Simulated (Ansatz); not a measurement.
# 1 layer of MoS2: gaps at several levels of theory, part 2 of 2

Take 1 layer of MoS2 out of the relaxed bulk and relax. Aim: the gap, band edges and levels at named points of 1 layer of MoS2.

Ansatz 0.2.0; DFT PBE+D3(BJ), scalar-relativistic, plane waves, PAW. Steps at another level of theory say so in their titles or inputs.

## 6. Levels with HSE06

File input.yaml:

```yaml
crystal:
  lattice:
    - [3.1542357904, 0.0, 0.0]
    - [-1.5771178952, 2.731648324, 0.0]
    - [0.0, 0.0, 32.2630185961]
  atoms:
    - { symbol: S, position: [0.3333333333, 0.6666666667, 0.4514239486] }
    - { symbol: Mo, position: [0.6666666667, 0.3333333333, 0.5] }
    - { symbol: S, position: [0.3333333333, 0.6666666667, 0.5485760514] }
  periodic: [true, true, false]
basis:
  ecutwfc: 420
kpoints:
  mp_grid: { grid: [9, 9, 1] }
  band_path:
    path: [[0.0, 0.0, 0.0], [0.5, 0.0, 0.0], [0.3333333333, 0.3333333333, 0.0]]
    npoints: 1
hamiltonian:
  xc: hse06
scf:
  occupations: { method: fixed }
  n_extra_bands: 6
output:
  eigenvalues: true
  write_density: true
  write_potential: true
  elf: true
  volumetric_format: npy
```

On the command line:

```bash
$ ansatz run input.yaml --threads 1 --pin off --max-ram 2560MiB --backend cpu --events-out ev --progress --plain --runs-dir out
```

Output:

```text
Warning: RAYON_NUM_THREADS=1 ignored (pool sized by the plan → 1); use --threads N
scf.n_extra_bands = 6 over 13 filled bands (N_el = 26.0): the run solves 19 bands
Engine: ansatz 0.2.0, x86_64-unknown-linux-gnu
Pseudopotentials: kind: paw
Pseudopotential: S, paw, valence charge 6, recommended cutoff 420 eV (normal), S.paw.azcp
Pseudopotential: Mo, paw, valence charge 14, recommended cutoff 420 eV (normal), Mo.paw.azcp
Functional definition: HSE06
  parameter a = 0.25
  parameter omega = 0.11/bohr
  exchange = pbe_x - a*pbe_x_sr(omega) + a*exact_x_sr(omega)
  correlation = pbe_c
davidson cushion auto → on  (no smearing: the cushion is to keep the highest requested band from converging to the state above it; pin scf.eigensolver.cushion to override)
Crystal: 3 atoms, lattice volume = 277.987 Å³
Basis set: ecut = 420 eV, 5375 PW (Γ)
Bands: 19, of which v1, the nominal top of the filled ones, is band 13 counted from 1 (12 counted from 0)
Symmetry: 12 space group operations
Space group: P-6m2 (ITA 187), of the structure as read, at distance tolerance 6.5e-5 Å
k-points: 12 of 81 (time reversal used)
Non-local potential: S, projectors of the file, l = 0: 2, l = 1: 2, l = 2: 2
Non-local potential: Mo, projectors of the file, l = 0: 3, l = 1: 2, l = 2: 2, l = 3: 1
PAW form: soft (Blöchl's): semilocal exchange-correlation on the pseudo side does not see the compensation charge
PAW frozen core: S, regenerated for the run's functional, and the local potential with it (the file was generated under x = pbe(κ = 0.804, μ = 0.2195149727645171), c = pbe(β = 0.06672455060314922))
PAW frozen core: Mo, regenerated for the run's functional, and the local potential with it (the file was generated under x = pbe(κ = 0.804, μ = 0.2195149727645171), c = pbe(β = 0.06672455060314922))
PAW one-centre angular grid: S, 110 points (default); XC on 64 Gauss nodes
PAW one-centre angular grid: Mo, 590 points (default); XC on 64 Gauss nodes
Initial density: superposition of atomic densities (neutral atoms: chi_scale 0, normalization atom), corrected by the library's trained network
Initial wavefunctions: pseudopotential atomic-orbital guess
Functional: x = pbe(κ = 0.804, μ = 0.2195149727645171), c = pbe(β = 0.06672455060314922), warm-up for x = pbe(κ = 0.804, μ = 0.2195149727645171) + 0.25 (exact − pbe) at short range (hse, ω = 0.20786987370883472 Å⁻¹), c = pbe(β = 0.06672455060314922); HSE06 as pw.x's `hse` composes it (authors' and Libxc's form: `xc: wpbeh`)
SCF iter   1: F=—  HF=-6762.795367 eV  |F-HF|=—  |Δ(HF+E_count)|=         —  Δρ=2.47e-3  dr2=5.62e-3  ethr=1.77e-3  ⟨swp⟩=14.9  Hψ=1323  notcnv=1
preconditioner: auto → none  [insulator: Δε(μ)=1.780 eV  Ē_g=9.481 eV  n_scr=18 (ndim 8)  ℏωp=9.4 eV  f_vac=0.780]
SCF iter   2: F=—  HF=-6762.803178 eV  |F-HF|=—  |Δ(HF+E_count)|=   7.81e-3  Δρ=1.51e-3  dr2=7.33e-3  ethr=2.16e-5  ⟨swp⟩=6.0  Hψ=846  notcnv=0  defer=11
SCF iter   3: F=—  HF=-6762.805386 eV  |F-HF|=—  |Δ(HF+E_count)|=   2.21e-3  Δρ=1.37e-3  dr2=1.12e-2  ethr=2.16e-5  ⟨swp⟩=4.6  Hψ=665  notcnv=0  defer=3
iter 4 solved again at ethr=8.44e-7 eV; its pass at ethr=2.16e-5 eV (dr2=2.20e-4 eV) is discarded
SCF iter   4: F=-6762.805166 eV  HF=-6762.804617 eV  |F-HF|=5.49e-4  |Δ(HF+E_count)|=   7.69e-4  Δρ=5.68e-4  dr2=2.05e-4  ethr=8.44e-7  ⟨swp⟩=4.5  Hψ=1251  notcnv=0  defer=1
SCF 1 stopped early in 4 iterations: F = -6762.805166 eV  dr2 = 2.05e-4
Initial density: handed on by an earlier stage of this run
Initial wavefunctions: those handed on with the density
Functional: x = pbe(κ = 0.804, μ = 0.2195149727645171) + 0.25 (exact − pbe) at short range (hse, ω = 0.20786987370883472 Å⁻¹), c = pbe(β = 0.06672455060314922); HSE06 as pw.x's `hse` composes it (authors' and Libxc's form: `xc: wpbeh`)
Exchange kernel: α = 0.2500, screened, ω = 0.2079 Å⁻¹, Wigner–Seitz truncation, v(0) = 1046.9235 eV·Å³, q-mesh 9×9×1, nearest image of the exchange supercell L = 28.39 Å, pair-density grid 15×15×144, without the augmentation charges, whose exchange is taken in its separable form by FFT convolution over the k-point mesh (sized by the pseudopotential files, 20×20×216 at the most), smooth part of the exact exchange by density-matrix convolution
Frozen-core exchange: fock
SCF iter   1: F=—  HF=-6765.849740 eV  |F-HF|=—  |Δ(HF+E_count)|=         —  Δρ=5.31e-3  dr2=1.58e-1  ethr=7.87e-6  ⟨swp⟩=12.6  Hψ=1209  notcnv=0
preconditioner: auto → none  [insulator: Δε(μ)=2.296 eV  Ē_g=10.926 eV  n_scr=18 (ndim 8)  ℏωp=9.4 eV  f_vac=0.781]
SCF iter   2: F=—  HF=-6765.891688 eV  |F-HF|=—  |Δ(HF+E_count)|=   4.19e-2  Δρ=7.06e-3  dr2=4.64e-1  ethr=7.87e-6  ⟨swp⟩=6.2  Hψ=1028  notcnv=0  recentre
SCF iter   3: F=—  HF=-6765.821889 eV  |F-HF|=—  |Δ(HF+E_count)|=   6.98e-2  Δρ=1.77e-3  dr2=1.19e-2  ethr=7.87e-6  ⟨swp⟩=5.2  Hψ=961  notcnv=0
SCF iter   4: F=—  HF=-6765.826365 eV  |F-HF|=—  |Δ(HF+E_count)|=   4.48e-3  Δρ=8.01e-4  dr2=2.35e-3  ethr=7.87e-6  ⟨swp⟩=4.4  Hψ=750  notcnv=0  defer=10
SCF iter   5: F=—  HF=-6765.825923 eV  |F-HF|=—  |Δ(HF+E_count)|=   4.41e-4  Δρ=2.34e-4  dr2=1.30e-4  ethr=7.87e-6  ⟨swp⟩=4.0  Hψ=610  notcnv=0  defer=6
SCF iter   6: F=—  HF=-6765.826282 eV  |F-HF|=—  |Δ(HF+E_count)|=   3.58e-4  Δρ=1.90e-4  dr2=2.74e-4  ethr=2.25e-7  ⟨swp⟩=4.9  Hψ=815  notcnv=0  defer=17
SCF iter   7: F=-6765.826236 eV  HF=-6765.826236 eV  |F-HF|=1.30e-7  |Δ(HF+E_count)|=   4.59e-5  Δρ=9.98e-6  dr2=8.00e-7  ethr=2.25e-7  ⟨swp⟩=4.1  Hψ=661  notcnv=0  defer=2
SCF 2 stopped early in 7 iterations: F = -6765.826236 eV  dr2 = 8.00e-7
hybrid outer 1: dexx = +8.209e-3 eV, tail = 1.21e-5 eV
Exchange kernel: α = 0.2500, screened, ω = 0.2079 Å⁻¹, Wigner–Seitz truncation, v(0) = 1046.9235 eV·Å³, q-mesh 9×9×1, nearest image of the exchange supercell L = 28.39 Å, pair-density grid 15×15×144, without the augmentation charges, whose exchange is taken in its separable form by FFT convolution over the k-point mesh (sized by the pseudopotential files, 20×20×216 at the most), smooth part of the exact exchange by density-matrix convolution
Frozen-core exchange: fock
SCF iter   1: F=—  HF=-6765.826197 eV  |F-HF|=—  |Δ(HF+E_count)|=         —  Δρ=1.80e-5  dr2=8.10e-7  ethr=2.34e-7  ⟨swp⟩=4.8  Hψ=588  notcnv=0
preconditioner: auto → none  [insulator: Δε(μ)=2.250 eV  Ē_g=10.893 eV  n_scr=18 (ndim 8)  ℏωp=9.4 eV  f_vac=0.781]
iter 2 solved again at ethr=1.18e-10 eV; its pass at ethr=2.28e-9 eV (dr2=3.06e-8 eV) is discarded
SCF iter   2: F=-6765.826197 eV  HF=-6765.826197 eV  |F-HF|=3.22e-9  |Δ(HF+E_count)|=   7.43e-8  Δρ=7.03e-6  dr2=4.84e-8  ethr=1.18e-10  ⟨swp⟩=4.2  Hψ=1301  notcnv=0  defer=3
SCF 3 converged in 2 iterations: F = -6765.826197 eV  dr2 = 4.84e-8
hybrid outer 2: dexx = +1.700e-7 eV, tail = 1.06e-7 eV, Δε = 1.35e-3 eV (about 1.30e-4 eV left of the loop's levels)
NSCF: frozen V_eff on 3 k-points
WARN: The output density's exchange-correlation potential varies sharply where the density is thin. Do not read a vacuum level from v_tot or v_xc, or from such a field of the output density. On a cell that repeats whose density bears no net charge and no dipole along the vacuum's axis use v_es (v_loc + v_h of the components); under efield.dipole_correction with no amplitude use v_es + v_field, which holds any external_charges[].barrier, or the levels of the report's work_function block, which leave it out; under a non-zero efield.amplitude the vacuum is tilted and has no level; on a cell that repeats and bears such a dipole with no correction it is tilted too, and efield.dipole_correction with no amplitude gives each side of its ramp a level where efield: is served; in a cell that repeats whose density bears a net charge (total_charge, or a fill off its count) it is curved and has none; of a slab under crystal.periodic whose density bears no net charge use v_es, which has a level on each side, short of where the two are joined; of another it falls or rises all the way out and has none; of a slab beside external_charges read slab_vacuum_level instead, which it has where they leave it neutral. The grid or the basis barely resolves most such structure, and the values can differ between equally converged runs; as a rule a tighter scf.convergence.dr2_threshold does not remove it. Where the density itself ripples (under the LDA too) a higher basis.ecutwfc lessens it. The files hold the spikes' plane waves up to the density's cutoff. Files: v_tot_of_output_density and the like, and their columns of v_z.tsv (output.write_potential); v_xc_of_output_density and the like, and their columns of v_comp_z.tsv (output.write_potential_components). Measured: with its Gaussian average of σ = 0.25 Å subtracted twice, the exchange-correlation potential is over 0.1 eV at 614 of the grid points where the equally averaged density (valence and model cores) is under 1e-3 e/Å³, and 0.511 eV at the most among them, at an averaged density of 1.6e-4 e/Å³. The input density's (outcome.potential() and, of a run that writes arrays, v_tot and v_xc) is over 0.1 eV, so measured, at 614 points of its own thin density, 0.511 eV at the most. See output.write_potential in the manual, Limitations
hybrid SCF converged: 2 outer / 9 inner (+4 warm-up), last move |dexx| = 1.70e-7 eV, tail = 1.06e-7 eV
Stability not checked: this state was not tested for a lower state beside it, because the functional holds exact exchange (a hybrid, or Hartree-Fock), whose exchange loop this test does not read (fock_operator; see scf.lower_state_search)
Free energy (F): -6765.826197 eV
Frozen-core exchange: fock
Harris-Foulkes:  -6765.826197 eV  (|F-HF|=3.22e-9)
Internal energy: -6765.826197 eV  (E = F + TS)
E sigma→0 (E₀):  -6765.826197 eV
Fermi energy:    -6.347108 eV
--- Per-component energies (eV) ---
  E_band       = -622.538593
  E_kinetic    = 653.936434
  E_local      = -48877.646551  (includes V_loc(G=0)·N_el)
  E_nonlocal   = 196.958378
  E_hartree    = 24001.120673
  E_xc         = -303.482317
  E_vxc        = -323.121202  (∫ρ·V_xc dr)
  E_exx        = -64.415429  (= α·E_x^exact, valence–valence)
  E_paw        = -4413.886813  (= ΣΔE_a)
  E_vpaw       = -146.081361  (= ΣTr[D̂ρ^β])
  E_aug_tail   = 0.000039  (compensation charges beyond the density's cutoff)
  E_ewald      = 22042.215331
  E_core_change = -0.625942  (= ΣΔE_core)
  E_smearing   = -0.000000  (= −TS)
  E_closure    = -0.000000  (closes the sum)
  Σ components = -6765.826197   (vs F -6765.826197, Δ=9.09e-13)
--- Band table (eV; the first three rows and the last of 12) ---
  k-point 0: bands = ["-71.2048", "-43.9528", "-43.6707", "-43.6707", "-22.1419", "-20.6861", "-12.8158", "-9.3458", "-9.3458", "-8.5458", "-7.9948", "-7.9948", "-6.4889", "-2.7747", "-2.7747", "-2.5445", "-2.5445", "-0.3591", "-0.2681"]
  k-point 1: bands = ["-71.1989", "-43.9413", "-43.7298", "-43.6841", "-21.9344", "-20.6014", "-12.5779", "-9.7884", "-9.2335", "-9.1263", "-8.3163", "-7.6767", "-6.5992", "-3.0579", "-2.9740", "-2.7748", "-2.4292", "-0.0674", "-0.0179"]
  k-point 2: bands = ["-71.1840", "-43.9121", "-43.8773", "-43.7179", "-21.3701", "-20.3718", "-12.1156", "-10.6023", "-10.2113", "-8.9762", "-8.5571", "-7.8781", "-7.0990", "-3.5506", "-3.2049", "-2.7726", "-1.7691", "0.6336", "0.7023"]
  k-point 11: bands = ["-71.1480", "-44.0298", "-43.9931", "-43.8413", "-19.6606", "-19.6410", "-12.5276", "-11.6724", "-10.9902", "-10.4665", "-9.7033", "-8.9654", "-6.3471", "-4.0966", "-2.5249", "-1.9364", "-0.3281", "1.8300", "2.1919"]
  the weakly bound empty levels are not read free of the cell's end (exact_exchange)
```

It took 8.2 min on 1 thread of Intel Xeon Platinum 8488C (Sapphire Rapids), shared host; peak memory 2.2 GiB.

Levels at named points, in eV from the top of the last band filled by count:

```
point  band 11  band 12  band 13  band 14  band 15  band 16
    Γ    -1.65    -1.65    -0.14     3.57     3.57     3.80
    M    -2.30    -1.13    -0.82     3.00     3.54     4.76
    K    -3.36    -2.62     0.00     2.25     3.82     4.41
```

## 7. All levels side by side

```
                          level  k mesh  gap (eV)  least direct gap (eV)  top at  bottom at  vacuum less top (eV)  vacuum less bottom (eV)  CPU time (s)
PBE+D3(BJ) on the hybrid's mesh   9×9×1      1.78                   1.78       K          K                  5.92                     4.15             8
                          HSE06   9×9×1      2.25                   2.25       K          K                  6.35                     4.10           490
```

Gaps are by band count over the mesh and the named points; a gap of 0 means that the bands overlap or touch.

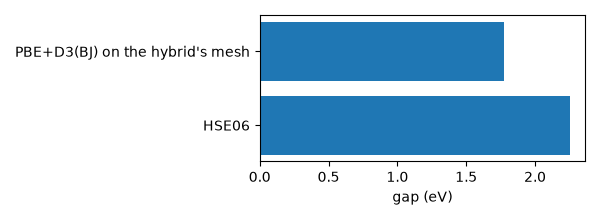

The gap at each level.

## 8. Outcome

This closing draws on all 2 parts.

| quantity | value |
| --- | --- |
| energy to take the layers out | 33.2 meV/Å² |
| gap, HSE06 | 2.25 eV, direct |

At HSE06 the gap is 2.25 eV, from K to K. In a sheet, weak screening makes both the quasiparticle correction and the exciton binding large; none of these levels holds either in full.
